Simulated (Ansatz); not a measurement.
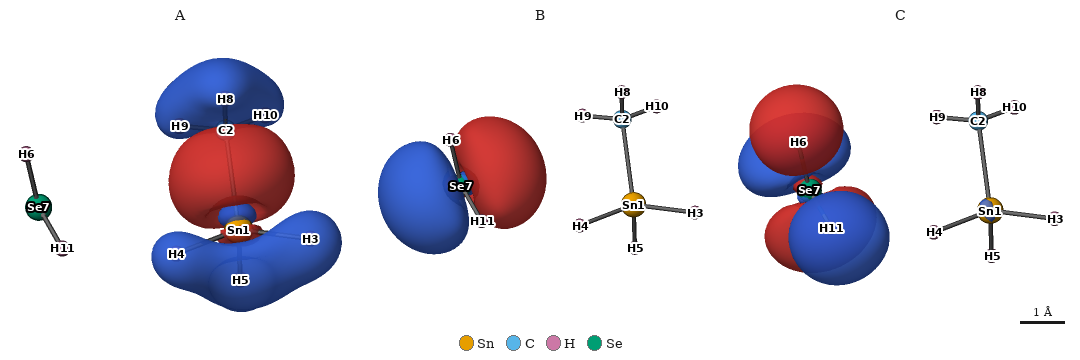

The picture shows: CH6Sn···H2Se. Three frontier orbitals at ±0.1 Å⁻³ᐟ² (blue and red are the two phases), in no order.

Core potentials replace the inner electrons of Sn.

Level of theory: Ansatz 0.2.0, RKS PBE/def2-SVP.

Input

```
crystal:
  periodic: [false, false, false]
  atoms:
    - { symbol: Sn, position_ang: [-0.953503, -1.024561, -0.261612] }
    - { symbol: C, position_ang: [0.134203, 0.583329, -1.207185] }
    - { symbol: H, position_ang: [-1.53761, -2.078723, -1.506957] }
    - { symbol: H, position_ang: [0.071155, -1.947632, 0.775084] }
    - { symbol: H, position_ang: [-2.303791, -0.412426, 0.619342] }
    - { symbol: H, position_ang: [1.01286, 1.212032, 0.910448] }
    - { symbol: Se, position_ang: [0.881581, 1.140502, 2.403699] }
    - { symbol: H, position_ang: [1.224024, 0.450184, -1.088352] }
    - { symbol: H, position_ang: [-0.171444, 1.561764, -0.791762] }
    - { symbol: H, position_ang: [-0.090377, 0.58934, -2.289602] }
    - { symbol: H, position_ang: [1.732902, -0.073608, 2.436798] }
basis:
  gaussian: { orbitals: def2-SVP }
hamiltonian:
  xc: pbe
relax:
  f_tol: 0.03
  max_steps: 50
output:
  orbitals: {}
```

Command:

```sh
ansatz run input.yaml --threads 2 --pin off --max-ram 3072MiB --backend cpu --events-out ev --progress --plain --runs-dir out
```

The fields are those of the relaxed geometry.

Which picture is the HOMO−1, the HOMO and the LUMO?

A is the HOMO−1 (−7.08 eV). It lies mainly on C2 (about 40 %) and Sn1 (about 30 %). B is the HOMO (−5.82 eV). Its weight (Hirshfeld) is mainly on Se7 (about 90 %); largely a lone pair of Se7. C is the LUMO (−0.81 eV). Its weight (Hirshfeld) is mainly on Se7 (about 60 %), H11 (about 20 %) and H6 (about 15 %).

What is the HOMO–LUMO gap?

5.01 eV between the orbital energies.
